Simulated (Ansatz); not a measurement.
Base system: BaTiO₃ in the cubic perovskite structure (space group Pm-3m, No. 221; a = 4.019 Å).

Perturbation: every lattice vector is shortened by 3.81 %; the atoms relax in the strained cell.

Calculations: PBE (Ansatz, an electronic-structure program), no SOC, earlier PAW set.

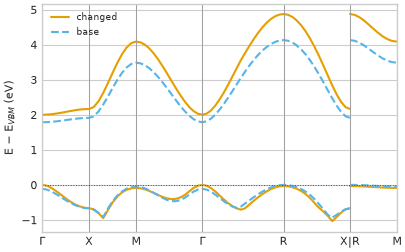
*Highest valence and lowest conduction band along the path, each from its own valence-band maximum*

Problem. Read the changed gap and its character from the plot.

Solution. About 2.0 eV, direct at Γ.

No phonon test of stability was made. All final runs are without spin polarisation. Many cubic perovskites are stable only at high temperature; tilts and polar distortions were not tested. This is not the structure that BaTiO3 has at room temperature and ambient pressure.
